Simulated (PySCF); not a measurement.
**Spin–spin coupling calculation of C$_{2}$H$_{11}$O$_{2}$PSi$_{2}$**

- system: C$_{2}$H$_{11}$O$_{2}$PSi$_{2}$
- method: CAM-B3LYP/6-31G indirect spin-spin coupling, non-relativistic, IEF-PCM chloroform (PySCF 2.14.0)

The geometry comes from this level: GFN2-xTB. It belongs to a series of runs on one base structure; here: solvent chloroform; CAM-B3LYP/6-31G.

Figures and captions count atoms from 1; the log counts them from 0 in places.

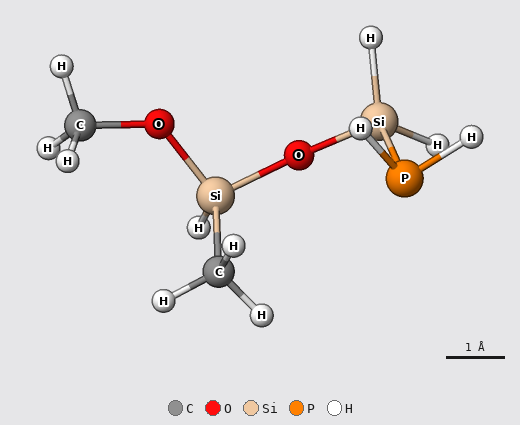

*The structure as given in the input (ball-and-stick view, seen at a tilt).*

## Results in brief

```csv
quantity,value
outcome,converged
total energy,−1153.382641 hartree
HOMO,−8.49 eV
LUMO,1.69 eV
dipole moment,1.94 D
hardware,"1 CPU thread, shared host"
wall time,33 s
peak memory,0.77 GiB
```

Settings chosen away from the usual ones: solvent chloroform; CAM-B3LYP/6-31G.

## Input
```
{"job": {"kind": "j", "xc": "CAM-B3LYP", "basis": "6-31G", "solvent": "chloroform"}, "charge": 0, "multiplicity": 1}
C     -2.576533     1.474577    -0.424988
O     -1.222353     1.179713    -0.591752
Si    -0.544272    -0.246701    -0.962523
C     -0.911173    -1.588903     0.326956
O      1.038038     0.096003    -1.009298
Si     2.473602     0.308172    -0.301413
P      2.514763    -0.833543     1.628570
H     -3.005854     0.891991     0.393281
H     -3.136276     1.256970    -1.337475
H     -2.663172     2.537135    -0.195054
H     -0.851575    -0.658517    -2.330527
H     -0.349235    -2.495095     0.123864
H     -1.964293    -1.855823     0.353285
H     -0.629536    -1.253888     1.324206
H      2.674411     1.751169    -0.155980
H      3.435076    -0.298375    -1.221996
H      1.921000     0.161319     2.390566
H      3.788623    -0.419888     1.978623
```

The first line tells a small driver script what to run in PySCF; the rest is the geometry in Å.

Run as:
```bash
OMP_NUM_THREADS=1 python <driver script> task.json out
```

## Output
```
coarse grid: 16040 points
cycle   1  E = -1153.2870791064  dE =  9.656e-01  |g| = 9.662e-01  |ddm| = 3.770e+00
cycle   2  E = -1153.1754479413  dE =  1.116e-01  |g| = 1.274e+00  |ddm| = 2.009e+00
cycle   3  E = -1153.4737466941  dE = -2.983e-01  |g| = 7.660e-02  |ddm| = 1.158e+00
cycle   4  E = -1153.4749663152  dE = -1.220e-03  |g| = 3.994e-02  |ddm| = 1.141e-01
cycle   5  E = -1153.4753191483  dE = -3.528e-04  |g| = 9.989e-03  |ddm| = 3.950e-02
cycle   6  E = -1153.4753386525  dE = -1.950e-05  |g| = 2.850e-03  |ddm| = 1.169e-02
cycle   7  E = -1153.4753405312  dE = -1.879e-06  |g| = 5.367e-04  |ddm| = 3.601e-03
final grid: 139704 points
cycle   8  E = -1153.3826386791  dE = -5.393e-06  |g| = 3.066e-03  |ddm| = 1.040e-02
cycle   9  E = -1153.3826391853  dE = -5.062e-07  |g| = 2.834e-03  |ddm| = 4.820e-03
cycle  10  E = -1153.3826411217  dE = -1.936e-06  |g| = 3.279e-04  |ddm| = 2.212e-03
cycle  11  E = -1153.3826411423  dE = -2.062e-08  |g| = 6.604e-05  |ddm| = 3.261e-04
cycle  12  E = -1153.3826411435  dE = -1.170e-09  |g| = 1.863e-05  |ddm| = 1.154e-04
cycle  13  E = -1153.3826411436  dE = -1.128e-10  |g| = 5.412e-06  |ddm| = 3.677e-05
```

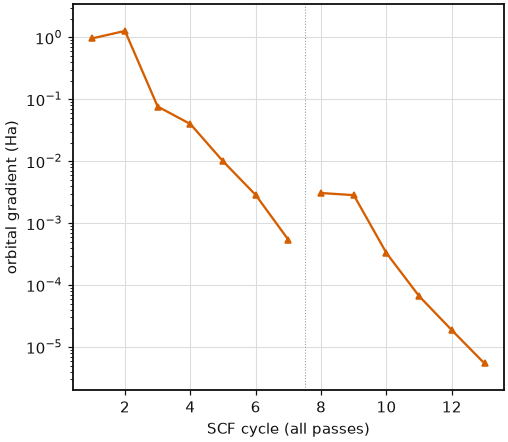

*Convergence of the self-consistent field: orbital gradient against the SCF cycle. The dotted line marks the change from a coarse to the final integration grid.*

The first 7 cycles use a coarse grid, the final grid takes over at cycle 8, and the field converges after 13 cycles in all.

```
converged SCF energy = -1153.3826411436

Indirect spin-spin couplings (Hz)
  i      j    bonds     total        FC       PSO       DSO        SD
  0 C    1 O    1      7.911     9.856    -1.793    -0.152         -
  0 C    2 Si   2     -1.757    -2.052     0.279     0.037    -0.020
  0 C    3 C    3     -0.104    -0.118     0.023    -0.009         -
  0 C    4 O    3     -1.413    -1.530     0.070     0.046         -
  0 C    7 H    1    150.216   148.842     0.485     0.889         -
  0 C    8 H    1    150.084   148.716     0.492     0.876         -
  0 C    9 H    1    157.604   156.337     0.427     0.841         -
  0 C   10 H    3     -0.412    -0.290     0.028    -0.150         -
  0 C   12 H    4      0.429     0.365    -0.035     0.098         -
  1 O    2 Si   1    -14.382    -8.890    -5.688     0.091     0.106
  1 O    3 C    2     -2.346    -2.571     0.216     0.009         -
  1 O    5 Si   3     -0.331    -0.338     0.015    -0.009    -0.000
  1 O    7 H    2     -2.666    -1.963    -0.748     0.044         -
  1 O    8 H    2     -2.705    -2.003    -0.751     0.049         -
  1 O    9 H    2     -9.876    -9.020    -0.886     0.030         -
  1 O   10 H    2     -8.100    -8.366     0.139     0.126         -
  1 O   11 H    3     -1.706    -2.006     0.071     0.229         -
  1 O   12 H    3      0.416     0.360     0.024     0.032         -
  1 O   13 H    3     -0.086    -0.113     0.055    -0.029         -
  1 O   15 H    4     -0.742    -0.871    -0.020     0.149         -
  2 Si   3 C    1    -66.810   -67.570     1.905    -0.125    -1.019
  2 Si   4 O    1     -1.087     3.663    -5.064     0.102     0.211
  2 Si   5 Si   2     -2.204    -2.279    -0.106    -0.039     0.219
  2 Si   6 P    3      1.202     1.154     0.026     0.002     0.020
  2 Si   7 H    3     -0.210    -0.326     0.100     0.028    -0.012
  2 Si   8 H    3     -0.488    -0.607     0.121     0.020    -0.022
  2 Si   9 H    3    -11.099   -11.147    -0.180     0.346    -0.118
  2 Si  10 H    1   -229.014  -229.865     1.886    -0.595    -0.440
  2 Si  11 H    2      5.662     5.489     0.307    -0.024    -0.111
  2 Si  12 H    2      4.341     4.190     0.299    -0.007    -0.140
  2 Si  13 H    2     11.153    10.959     0.304    -0.042    -0.068
  2 Si  14 H    3      0.007    -0.089    -0.042     0.172    -0.034
  2 Si  15 H    3     -3.830    -3.935    -0.059     0.215    -0.051
  2 Si  17 H    4      0.317     0.132    -0.035     0.219     0.001
  3 C    4 O    2     -1.476    -1.720     0.246    -0.003         -
  3 C    5 Si   3      0.493     0.487    -0.008     0.012     0.001
  3 C    6 P    4      6.856     6.779     0.088     0.053    -0.064
  3 C    7 H    4      0.233     0.049    -0.028     0.213         -
  3 C    8 H    4      0.283     0.349     0.046    -0.112         -
  3 C    9 H    4     -0.301    -0.136     0.091    -0.256         -
  3 C   10 H    2     21.478    21.722    -0.050    -0.195         -
  3 C   11 H    1    138.702   136.343     1.529     0.830         -
  3 C   12 H    1    134.683   132.263     1.611     0.809         -
  3 C   13 H    1    136.064   133.616     1.576     0.873         -
  3 C   17 H    5      0.900     1.119     0.038    -0.256         -
  4 O    5 Si   1    -10.417    -5.861    -4.760     0.087     0.117
  4 O    6 P    2     -7.153    -6.140     0.229    -0.004    -1.238
  4 O    7 H    4      0.217     0.077    -0.013     0.153         -
  4 O    8 H    4      0.260     0.137    -0.025     0.148         -
  4 O    9 H    4      0.420     0.306    -0.008     0.122         -
  4 O   10 H    2    -16.174   -16.248     0.077    -0.003         -
  4 O   11 H    3      0.183     0.244    -0.013    -0.048         -
  4 O   12 H    3     -3.190    -3.428     0.031     0.206         -
  4 O   13 H    3      0.108     0.090     0.059    -0.041         -
  4 O   14 H    2     -8.642    -8.580    -0.106     0.044         -
  4 O   15 H    2    -10.450   -10.355    -0.116     0.022         -
  4 O   16 H    3      0.389     0.424    -0.033    -0.002         -
  4 O   17 H    3     -3.753    -3.965     0.013     0.200         -
  5 Si   6 P    1     12.176    13.535     7.536    -0.097    -8.798
  5 Si  10 H    3     -4.431    -4.498    -0.109     0.255    -0.079
  5 Si  12 H    4      0.213     0.100    -0.100     0.215    -0.002
  5 Si  14 H    1   -219.722  -220.421     1.504    -0.439    -0.367
  5 Si  15 H    1   -213.173  -213.864     1.475    -0.439    -0.345
  5 Si  16 H    2      9.252     9.030     0.275    -0.039    -0.015
  5 Si  17 H    2      4.282     4.210     0.159    -0.039    -0.048
  6 P    8 H    6     -0.176    -0.005     0.117    -0.267    -0.021
  6 P   10 H    4      1.437     1.662     0.173    -0.366    -0.033
  6 P   11 H    5      2.602     2.054     0.333     0.243    -0.029
  6 P   12 H    5      3.931     3.908     0.310    -0.229    -0.059
  6 P   13 H    5      4.444     3.778     0.350     0.486    -0.171
  6 P   14 H    2     -8.876    -7.582    -0.740    -0.329    -0.225
  6 P   15 H    2     33.810    34.410    -0.285    -0.229    -0.086
  6 P   16 H    1    188.655   182.896     4.634     0.670     0.455
  6 P   17 H    1    194.715   188.810     4.811     0.627     0.467
  7 H    8 H    2    -14.979   -13.817     0.983    -2.145         -
  7 H    9 H    2    -16.718   -15.406     1.000    -2.313         -
  7 H   10 H    4     -0.376     0.382     0.190    -0.948         -
  7 H   11 H    5     -0.568    -0.077     0.265    -0.756         -
  7 H   12 H    5      1.149     0.117    -0.536     1.568         -
  7 H   13 H    5      0.550    -0.012    -0.296     0.857         -
  7 H   14 H    6     -0.388     0.001     0.127    -0.516         -
  7 H   15 H    6     -0.763    -0.021     0.185    -0.927         -
  7 H   16 H    7      0.192    -0.000    -0.054     0.247         -
  7 H   17 H    7     -0.508     0.003     0.098    -0.609         -
  8 H    9 H    2    -16.923   -15.591     1.012    -2.344         -
  8 H   10 H    4      0.628     0.170    -0.262     0.721         -
  8 H   11 H    5     -0.699    -0.018     0.294    -0.975         -
  8 H   13 H    5     -0.603    -0.018     0.288    -0.872         -
  8 H   14 H    6     -0.454     0.002     0.168    -0.624         -
  8 H   15 H    6     -0.668    -0.026     0.166    -0.808         -
  8 H   16 H    7     -0.330     0.003     0.177    -0.510         -
  8 H   17 H    7     -0.627    -0.001     0.178    -0.804         -
  9 H   10 H    4     -1.155    -0.162     0.379    -1.372         -
  9 H   11 H    5     -1.026    -0.123     0.426    -1.330         -
  9 H   12 H    5     -0.515     0.026     0.301    -0.842         -
  9 H   13 H    5     -0.422     0.001     0.213    -0.637         -
  9 H   15 H    6     -0.641     0.020     0.164    -0.825         -
  9 H   17 H    7     -0.462    -0.001     0.107    -0.567         -
 10 H   11 H    3     -1.404    -1.175     0.041    -0.270         -
 10 H   12 H    3     -1.573    -1.245     0.063    -0.391         -
 10 H   13 H    3      6.313     8.038     0.451    -2.176         -
 10 H   14 H    4     -0.522     0.466     0.174    -1.163         -
 10 H   15 H    4     -0.691    -0.286     0.056    -0.461         -
 10 H   16 H    5     -0.922    -0.022     0.177    -1.078         -
 10 H   17 H    5     -0.608     0.370     0.178    -1.156         -
 11 H   12 H    2    -20.009   -19.002     1.100    -2.107         -
 11 H   13 H    2    -19.534   -18.734     1.038    -1.838         -
 11 H   14 H    5     -0.848     0.054     0.185    -1.087         -
 11 H   15 H    5     -0.164    -0.003    -0.016    -0.145         -
 11 H   16 H    6     -0.234    -0.038     0.040    -0.236         -
 11 H   17 H    6     -0.680     0.196     0.092    -0.968         -
 12 H   13 H    2    -19.330   -18.412     1.060    -1.979         -
 12 H   14 H    5     -0.676     0.159     0.259    -1.095         -
 12 H   15 H    5     -0.814    -0.028     0.258    -1.043         -
 12 H   16 H    6     -0.281    -0.034     0.188    -0.435         -
 13 H   14 H    5     -0.458    -0.022     0.031    -0.467         -
 13 H   15 H    5     -0.713     0.002     0.118    -0.834         -
 13 H   16 H    6      1.346     0.138    -0.421     1.629         -
 14 H   15 H    2     15.687    17.396     0.135    -1.845         -
 14 H   16 H    3      5.195     4.782    -0.121     0.534         -
 14 H   17 H    3     -0.174    -0.190    -0.035     0.051         -
 15 H   16 H    3      9.836    11.658     0.194    -2.016         -
 15 H   17 H    3     -0.145    -0.104    -0.026    -0.014         -
 16 H   17 H    2    -19.387   -19.112     0.224    -0.499         -
```
